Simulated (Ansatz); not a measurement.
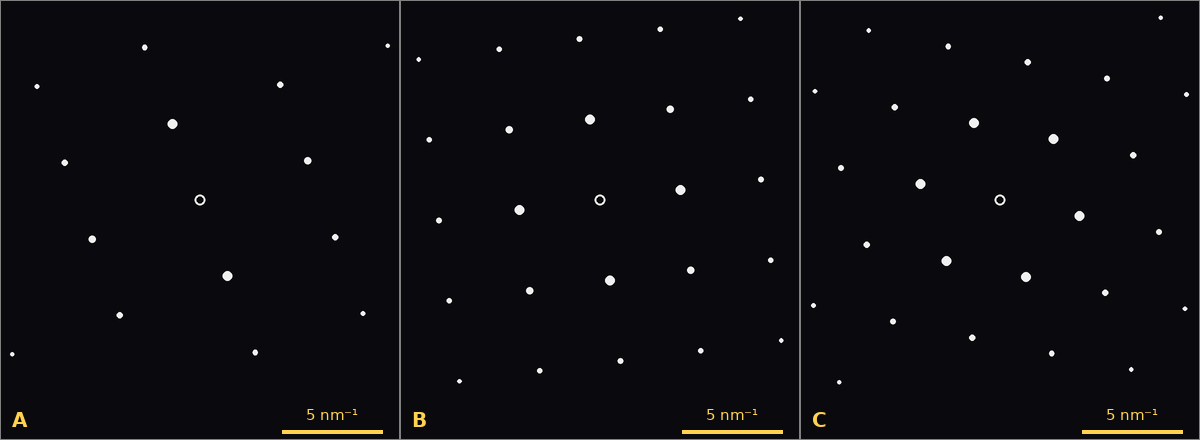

Simulated selected-area electron diffraction patterns (200 kV, kinematic approximation, thin crystal, B = 0.5 Å² for all atoms).

All three come from Li, space group Im-3m (No. 229), a = 3.490 Å. Structure: the input geometry of an electronic-structure calculation (not necessarily at equilibrium).

| atom | site | symmetry | x | y | z |
| --- | --- | --- | --- | --- | --- |
| Li | 2a | m-3m | 0.0000 | 0.0000 | 0.0000 |

Assign the zone axes [001], [110], [111] to A, B and C.

A is [110]: rectangular net of 1 -1 0 at d = 2.47 Å and 0 0 2 at d = 1.75 Å, at 90.0°. B is [001]: square net of 1 -1 0 at d = 2.47 Å and 1 1 0 at d = 2.47 Å, at 90.0°. C is [111]: hexagonal net of -1 1 0 at d = 2.47 Å and -1 0 1 at d = 2.47 Å, at 60.0°.
